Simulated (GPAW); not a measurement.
## CaGaSnH (P3m1): G0W0 on several meshes in GPAW

Wanted: mesh dependence and cost of G0W0 for CaGaSnH (P3m1).

Program: GPAW 26.7.0. Level of theory: LDA and many-body steps on it, plane waves. Results are calculated unless marked as measured.

### Step 1. The starting structure

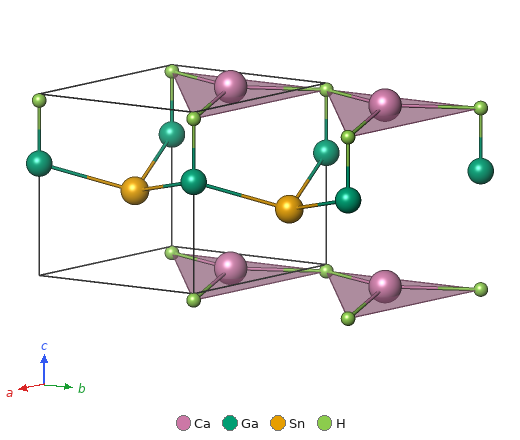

The cell as given, from a free direction (calcium pink, gallium teal, tin orange, hydrogen green). 1×2×1 cells are drawn. Some periodic images of atoms are drawn too.

Structure file:

```xyz
4
Lattice="4.3852 0.0000 0.0000 -2.1926 3.7977 0.0000 0.0000 0.0000 4.9679" Properties=species:S:1:pos:R:3 pbc="T T T"
Ca    0.0000    2.5318    0.0000
Ga    0.0000    0.0000    3.0622
Sn    2.1926    1.2659    2.2182
H     0.0000    0.0000    4.7891
```

The cell and positions come from the Crystallography Open Database and are kept as given unless a step says otherwise.

### Step 2. Empty states on the mesh, 3×3×2 mesh, 288 bands

This step: GPAW 26.7.0; DFT, LDA, plane waves, PAW.

The sums over transitions need many empty states on a uniform mesh; this step solves for them.

Input file run.py:

```python
import json
import numpy as np
from gpaw.mpi import world
from gpaw import GPAW

calc = GPAW('gs.gpw').fixed_density(kpts={'size': (3, 3, 2), 'gamma': True},
    parallel={'domain': 1, 'band': 1},
    txt='nscf.txt')
calc.diagonalize_full_hamiltonian(nbands=288)
calc.write('full.gpw', mode='all')
res = {}
kpts = calc.get_ibz_k_points()
res['kpts'] = kpts
res['eigenvalues'] = [calc.get_eigenvalues(kpt=k) for k in range(len(kpts))]
res['n_electrons'] = calc.get_number_of_electrons()

if world.rank == 0:
    with open('result.json', 'w') as f:
        json.dump(res, f, default=lambda x: x.tolist())
```

The run is started by

```bash
> mpirun -n 4 gpaw python run.py
```

Numbers of over 12 decimals in the logs are rounded to 6 here.

Log:

```text
Diagonalizing LCAO Hamiltonian
Converting LCAO to pw mode
convergence criteria:
- Maximum integral of absolute [eigenst]ate change: 4e-08 eV^2 / valence electron
maximum number of iterations: 100

SCF iterations
|iter     |     time |      energy | eigst |  dens |
|iter:   1|  |             | +1.21 |       |
|iter:   2|  |             | +0.65 |       |
|iter:   3|  |             | +0.22 |       |
[...]
|iter:  14|  |             | -6.96 |       |
|iter:  15|  |             | -7.32 |       |
|iter:  16|  |             | -7.64c|       |
SCF steps: 16
  __  _  _
 | _ |_)|_||  |
 |__||  | ||/\| - 26.7.0

Input parameters:
  mode=PW(ecut=600.0),
  convergence={'density': 1e-06, 'bands': -3},
  gpts=array([25, 25, 30]),
  kpts=MonkhorstPack(size=(3, 3, 2), gamma=True),
  maxiter=100,
  nbands=22,
  occupations=Occupations(name='fermi-dirac', width=0.001, fixmagmom=False),
  parallel={'domain': 1, 'band': 1},
  xc=XC(name='LDA')
Matrix size: 2737x2737
# Writing to full.gpw (mode='all')
  [... matrices ...]

timing:  # [seconds]
  Total: 37.839  # ━━━━━━━━━━━━━━━━━━━━━━━━━━━━━━━━━━━━━━━━━━━━━━━━━━━━━━━━━━
```

Run time: 43 s. Hardware: 4 MPI ranks of Arm Neoverse V1, shared host; peak memory 2.6 GiB.

This step gave:

- gap: 0.1830 eV
- k of the valence top: 0, 0, 0.5
- k of the conduction bottom: 0.3333, 0.3333, 0
- least direct gap: 0.6255 eV
- k points computed: 6
- lowest point of the top converged band, above the valence top: 116.6249 eV

On this mesh the gap is 0.183 eV.

### Step 3. 3×3×2

G0W0 replaces the xc potential by the self-energy, built once from these orbitals. Only a window of levels is corrected, while the sums run over the empty bands that the input names.

This step: G0W0 on LDA, plane waves, PAW.

Input file run.py:

```python
import json
import numpy as np
from gpaw.mpi import world
from gpaw.response.g0w0 import G0W0

gw = G0W0('full.gpw',
    filename='gw',
    kpts=[0, 1, 4],
    bands=(12, 16),
    ecut=39,
    nbands=45,
    integrate_gamma='WS',
    ppa=True)
gw.calculate()
res = {mode: {k: v for k, v in r.items() if k != 'sigma_eskwn'}
       for mode, r in gw.all_results.items()}

if world.rank == 0:
    with open('result.json', 'w') as f:
        json.dump(res, f, default=lambda x: x.tolist())
```

The run is started by

```bash
> mpirun -n 4 gpaw python run.py
```

Log:

```text
Using integrator: PointIntegrator
FrequencyGridDescriptor(from 0.000+0.000j to 0.000+27.211j eV, 2 points)
Nonperiodic BCs:  [False False False]
Using integrator: PointIntegrator
FrequencyGridDescriptor(from 0.000+0.000j to 0.000+27.211j eV, 2 points)
Nonperiodic BCs:  [False False False]
  ___  _ _ _
 |   || | | |
 | | || | | |
 |__ ||_____|
 |___|

BZ k-points: Symmetries present (total): 6

  [... matrices ...]
18 k-points: 3 x 3 x 2 Monkhorst-Pack grid + [0.000000,0.000000,1/4]
6 k-points in the irreducible part of the Brillouin zone
       k-points in crystal coordinates                weights
   0:     0.00000000    0.00000000    0.00000000          1/18
   1:     0.00000000    0.00000000    0.50000000          1/18
   2:     0.33333333    0.00000000    0.00000000          6/18
   3:     0.33333333    0.00000000    0.50000000          6/18
   4:     0.33333333    0.33333333    0.00000000          2/18
   5:     0.33333333    0.33333333    0.50000000          2/18

Distributing spins, k-points and bands (1 x 3 x 4) over 4 processes
Number of blocks: 1

Quasi particle states:
k-points (IBZ indices): [0, 1, 4]
Band range: (12, 16)
  [... matrices ...]
Computational parameters:
Plane wave cut-off: 39 eV
Number of bands: 45
Coulomb cutoff: None
Broadening: 0.1 eV

fxc modes: GW
Kernel: RPA
Using Godby-Needs plasmon-pole approximation:
  Fitting energy: i*E0, E0 = 1.000 Hartree
Summing all q:

Calculating screened Coulomb potential
No Coulomb truncation
FrequencyGridDescriptor(from 0.000+0.000j to 0.000+27.211j eV, 2 points)
Removing empty qpoint cache files...

Calculating chi0 body with:
    Ground state adapter containing:
    Number of spins: 1
    Number of kpoints: 18
    Number of irreducible kpoints: 6
    Number of completely occupied states: 14
    Number of partially occupied states: 14
    Occupied states memory: 4.005432 M / cpu

    Linear response parametrization:
    q_c: [0.0, 0.0, 0.0]
    Number of frequency points: 2
    Planewave cutoff: 39.0
    Number of bands: 45
    Number of planewaves: 53
    Broadening (eta): 1e-06
    comm.size: 4
    kncomm.size: 4
    blockcomm.size: 1

    Memory estimate of potentially large arrays:
        chi0_wGG: 0.085724 M / cpu
Integrating chi0 body.

Symmetries of q_c:
    Direct symmetries (Uq -> q): 6
    Indirect symmetries (TUq -> q): 6
In total 12 allowed symmetries.

  [... matrices ...]
6 groups of equivalent kpoints. 66.666667% reduction.

Integral kind: response function
Integrating chi0 head and wings.

Symmetries of q_c:
    Direct symmetries (Uq -> q): 6
    Indirect symmetries (TUq -> q): 6
In total 12 allowed symmetries.

  [... matrices ...]
6 groups of equivalent kpoints. 66.666667% reduction.

Integral kind: response function wings

Calculating chi0 body with:
    Ground state adapter containing:
    Number of spins: 1
    Number of kpoints: 18
    Number of irreducible kpoints: 6
    Number of completely occupied states: 14
    Number of partially occupied states: 14
    Occupied states memory: 4.005432 M / cpu

[... the further q-points ...]

Results:
f:      Occupation numbers
eps:     KS-eigenvalues [eV]
vxc:     KS vxc [eV]
exx:     Exact exchange [eV]
sigma:   Self-energies [eV]
dsigma:  Self-energy derivatives
Z:       Renormalization factors
qp:      QP-energies [eV]

k-point 0 (0): (0.000, 0.000, 0.000)                GW
band       f     eps     vxc     exx   sigma  dsigma       Z      qp
                                                                   GW
  12   1.000   4.782 -12.672 -13.096   1.245  -0.270   0.787   5.428
  13   1.000   4.782 -12.672 -13.096   1.245  -0.270   0.787   5.428
  14   0.000   6.331 -12.770  -8.212  -3.240  -0.267   0.789   7.371
  15   0.000   8.030 -14.094  -7.976  -4.176  -0.294   0.773   9.530

k-point 1 (1): (0.000, 0.000, 0.500)                GW
band       f     eps     vxc     exx   sigma  dsigma       Z      qp
                                                                   GW
  12   1.000   5.527 -13.266 -13.908   1.421  -0.260   0.794   6.145
  13   1.000   5.527 -13.266 -13.908   1.421  -0.260   0.794   6.145
[...]
k-point 2 (4): (0.333, 0.333, 0.000)                GW
band       f     eps     vxc     exx   sigma  dsigma       Z      qp
                                                                   GW
[...]
13   1.000   4.522 -12.080 -12.409   1.123  -0.277   0.783   5.144
  14   0.000   5.710 -11.871  -7.549  -3.139  -0.271   0.787   6.641
  15   0.000   7.480 -12.433  -6.652  -4.177  -0.284   0.779   8.729
```

It took 9.5 s on 4 MPI ranks; peak memory 1.3 GiB; 38 s of CPU time.

Numbers from this step:

```
G0W0 gap on the points computed              : 0.4962 eV
least direct G0W0 gap on the computed points : 1.466 eV
Z at the valence top                         : 0.7936
Z at the conduction bottom                   : 0.7868
starting gap on the mesh                     : 0.1830 eV
k of the valence top                         : 0, 0, 0.5
k of the conduction bottom                   : 0.3333, 0.3333, 0
```

The gap on the mesh goes from 0.18 eV to 0.50 eV, a correction of +0.31 eV.

### Step 4. Empty states on the mesh, 3×3×4 mesh, 55 bands

This step: DFT, LDA, plane waves, PAW.

Input file run.py:

```python
import json
import numpy as np
from gpaw.mpi import world
from gpaw import GPAW

calc = GPAW('gs.gpw').fixed_density(kpts={'size': (3, 3, 4), 'gamma': True},
    nbands=64,
    convergence={'bands': 55},
    txt='nscf.txt')
calc.write('full.gpw', mode='all')
res = {}
kpts = calc.get_ibz_k_points()
res['kpts'] = kpts
res['eigenvalues'] = [calc.get_eigenvalues(kpt=k) for k in range(len(kpts))]
res['n_electrons'] = calc.get_number_of_electrons()

if world.rank == 0:
    with open('result.json', 'w') as f:
        json.dump(res, f, default=lambda x: x.tolist())
```

The run is started by

```bash
> mpirun -n 4 gpaw python run.py
```

Log:

```text
Diagonalizing LCAO Hamiltonian
Converting LCAO to pw mode
convergence criteria:
- Maximum integral of absolute [eigenst]ate change: 4e-08 eV^2 / valence electron
maximum number of iterations: 100

SCF iterations
|iter     |     time |      energy | eigst |  dens |
|iter:   1|  |             | +3.75 |       |
|iter:   2|  |             | +2.28 |       |
|iter:   3|  |             | +1.02 |       |
[...]
|iter:   9|  |             | -6.05 |       |
|iter:  10|  |             | -7.04 |       |
|iter:  11|  |             | -7.77c|       |
SCF steps: 11
  __  _  _
 | _ |_)|_||  |
 |__||  | ||/\| - 26.7.0

Input parameters:
  mode=PW(ecut=600.0),
  convergence={'bands': 55},
  gpts=array([25, 25, 30]),
  kpts=MonkhorstPack(size=(3, 3, 4), gamma=True),
  maxiter=100,
  nbands=64,
  occupations=Occupations(name='fermi-dirac', width=0.001, fixmagmom=False),
  parallel={},
  xc=XC(name='LDA')
# Writing to full.gpw (mode='all')
  [... matrices ...]

timing:  # [seconds]
  Total: 0.057  # ━━━━━━━━━━━━━━━━━━━━━━━━━━━━━━━━━━━━━━━━━━━━━━━━━━━━━━━━━━━
```

Wall time 12 s (4 MPI ranks); peak memory 0.74 GiB; 47 s of CPU time.

This step gave:

```yaml
gap: 0.1830 eV
k_of_the_valence_top: 0, 0, 0.5
k_of_the_conduction_bottom: 0.3333, 0.3333, 0
least_direct_gap: 0.6255 eV
k_points_computed: 10
lowest_point_of_the_top_converged_band_above_the_valence_top: 26.33 eV
```

On this mesh the gap is 0.183 eV.

### Step 5. 3×3×4

This step: G0W0 on LDA, plane waves, PAW.

Input file run.py:

```python
import json
import numpy as np
from gpaw.mpi import world
from gpaw.response.g0w0 import G0W0

gw = G0W0('full.gpw',
    filename='gw',
    kpts=[0, 2, 7],
    bands=(12, 16),
    ecut=39,
    nbands=45,
    integrate_gamma='WS',
    ppa=True)
gw.calculate()
res = {mode: {k: v for k, v in r.items() if k != 'sigma_eskwn'}
       for mode, r in gw.all_results.items()}

if world.rank == 0:
    with open('result.json', 'w') as f:
        json.dump(res, f, default=lambda x: x.tolist())
```

The run is started by

```bash
> mpirun -n 4 gpaw python run.py
```

Log:

```text
Using integrator: PointIntegrator
FrequencyGridDescriptor(from 0.000+0.000j to 0.000+27.211j eV, 2 points)
Nonperiodic BCs:  [False False False]
Using integrator: PointIntegrator
FrequencyGridDescriptor(from 0.000+0.000j to 0.000+27.211j eV, 2 points)
Nonperiodic BCs:  [False False False]
  ___  _ _ _
 |   || | | |
 | | || | | |
 |__ ||_____|
 |___|

BZ k-points: Symmetries present (total): 6

  [... matrices ...]
36 k-points: 3 x 3 x 4 Monkhorst-Pack grid + [0.000000,0.000000,1/8]
10 k-points in the irreducible part of the Brillouin zone
       k-points in crystal coordinates                weights
   0:     0.00000000    0.00000000    0.00000000          1/36
   1:     0.00000000    0.00000000    0.25000000          2/36
   2:     0.00000000    0.00000000    0.50000000          1/36
[...]
8:     0.33333333    0.33333333    0.25000000          4/36
   9:     0.33333333    0.33333333    0.50000000          2/36

Distributing spins, k-points and bands (1 x 3 x 4) over 4 processes
Number of blocks: 1

Quasi particle states:
k-points (IBZ indices): [0, 2, 7]
Band range: (12, 16)
  [... matrices ...]
Computational parameters:
Plane wave cut-off: 39 eV
Number of bands: 45
Coulomb cutoff: None
Broadening: 0.1 eV

fxc modes: GW
Kernel: RPA
Using Godby-Needs plasmon-pole approximation:
  Fitting energy: i*E0, E0 = 1.000 Hartree
Summing all q:

Calculating screened Coulomb potential
No Coulomb truncation
FrequencyGridDescriptor(from 0.000+0.000j to 0.000+27.211j eV, 2 points)
Removing empty qpoint cache files...

Calculating chi0 body with:
    Ground state adapter containing:
    Number of spins: 1
    Number of kpoints: 36
    Number of irreducible kpoints: 10
    Number of completely occupied states: 14
    Number of partially occupied states: 14
[...]
Memory estimate of potentially large arrays:
        chi0_wGG: 0.085724 M / cpu
Integrating chi0 body.

Symmetries of q_c:
    Direct symmetries (Uq -> q): 6
    Indirect symmetries (TUq -> q): 6
In total 12 allowed symmetries.

  [... matrices ...]
10 groups of equivalent kpoints. 72.222222% reduction.

Integral kind: response function
Integrating chi0 head and wings.

Symmetries of q_c:
    Direct symmetries (Uq -> q): 6
    Indirect symmetries (TUq -> q): 6
In total 12 allowed symmetries.

  [... matrices ...]
10 groups of equivalent kpoints. 72.222222% reduction.

Integral kind: response function wings

Calculating chi0 body with:
    Ground state adapter containing:
    Number of spins: 1
    Number of kpoints: 36
    Number of irreducible kpoints: 10
    Number of completely occupied states: 14
    Number of partially occupied states: 14
    Occupied states memory: 4.005432 M / cpu

[... the further q-points ...]

Results:
f:      Occupation numbers
eps:     KS-eigenvalues [eV]
vxc:     KS vxc [eV]
exx:     Exact exchange [eV]
sigma:   Self-energies [eV]
dsigma:  Self-energy derivatives
Z:       Renormalization factors
qp:      QP-energies [eV]

k-point 0 (0): (0.000, 0.000, 0.000)                GW
band       f     eps     vxc     exx   sigma  dsigma       Z      qp
                                                                   GW
  12   1.000   4.782 -12.672 -13.150   1.286  -0.272   0.786   5.418
  13   1.000   4.782 -12.672 -13.150   1.286  -0.272   0.786   5.418
  14   0.000   6.331 -12.770  -8.339  -3.120  -0.267   0.789   7.366
[...]
k-point 1 (2): (0.000, 0.000, 0.500)                GW
band       f     eps     vxc     exx   sigma  dsigma       Z      qp
                                                                   GW
[...]
k-point 2 (7): (0.333, 0.333, 0.000)                GW
band       f     eps     vxc     exx   sigma  dsigma       Z      qp
                                                                   GW
[...]
14   0.000   5.710 -11.871  -7.488  -3.142  -0.269   0.788   6.688
  15   0.000   7.480 -12.433  -6.836  -4.009  -0.282   0.780   8.718
```

Run time: 17 s. Hardware: 4 MPI ranks; peak memory 1.5 GiB; 69 s of CPU time.

Numbers from this step:

* G0W0 gap on the points computed: 0.5505 eV
* least direct G0W0 gap on the computed points: 1.466 eV
* Z at the valence top: 0.7935
* Z at the conduction bottom: 0.7882
* starting gap on the mesh: 0.1830 eV
* k of the valence top: 0, 0, 0.5
* k of the conduction bottom: 0.3333, 0.3333, 0

Against G0W0 in GPAW (3×3×2 mesh, 45 bands, screening to 39 eV, Godby-Needs plasmon pole), the gap moves by +0.054 eV.

### Step 6. The runs together

Times are wall times on 4 MPI ranks of Arm Neoverse V1, shared host, good to a factor of about two.

| run | mesh | bands | screening cutoff (eV) | DFT gap (eV) | gap on the mesh (eV) | direct (eV) | time |
| --- | --- | --- | --- | --- | --- | --- | --- |
| 3×3×2 | 3×3×2 | 45 | 39 | 0.183 | 0.496 | 1.466 | 9.5 s |
| 3×3×4 | 3×3×4 | 45 | 39 | 0.183 | 0.550 | 1.466 | 17 s |

### Step 7. Results

```json
{
  "3×3×2": "0.496 eV",
  "3×3×4": "0.550 eV",
  "known limits": "not at the basis limit; no spin-orbit coupling; coarse k mesh"
}
```

In words: 3×3×4: +0.054 eV against 3×3×2. Bands and cutoff are finite, so the gap is not at the basis limit. The miss can reach some tenths of an eV and take either sign; the mesh is an error of its own. These stock PAW sets were not made for GW; the filled d or f shell of Ga lies in the frozen core, which bears on start and correction. In the G0W0 runs levels were corrected at 3 k points alone, so a gap called «on the mesh» is the least over those, and an edge elsewhere would be missed. The 3×3×2 mesh is coarse for this cell, which bears on the long-range parts of exchange and screening. Mesh or cutoff lie under what a gap needs, so these runs test behaviour and cost; their gaps are not to be quoted. The many-body steps are scalar-relativistic: spin-orbit coupling is not in them.

[Paths, hosts, dates, memory and timing lines, banners, echoed tables and standing remarks are left out of the program output.]

[Logs are printed without paths, hosts, clocks, repeated set-up lines and the standing remarks that a program may print on its own settings, such as how far it seeks lower states.]

[Runs of the session that timed out or met a known fault of the program may be left out.]

[Hosts, paths, dates, database ids (printed as entryN), source tags and the programs' standing remarks are cut or masked in the printed files.]
